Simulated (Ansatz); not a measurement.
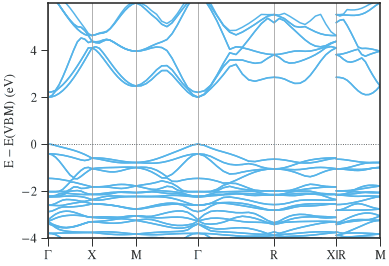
Figure. Band structure from plane-wave PAW r²SCAN with spin–orbit coupling (Ansatz code)

Task: Read off the gap and where the band edges lie.

Result: About 2.0 eV (1.99 eV by a search for the band edges); maximum at Γ, minimum at Γ.

The material is Au2S in space group Pn-3m (No. 224; S on 2a, Au on 4c).

The first step of the workflow began from a Materials Project structure, measured or hypothetical; the Crystallography Open Database files this formula in space group No. 224, but the cells were not matched. Whether it is the stable phase at ambient conditions was not checked. The r²SCAN relaxation kept the symmetry of its start; whether a distortion lowers the energy is not shown.

Potentials: the later of the program's two PAW sets.
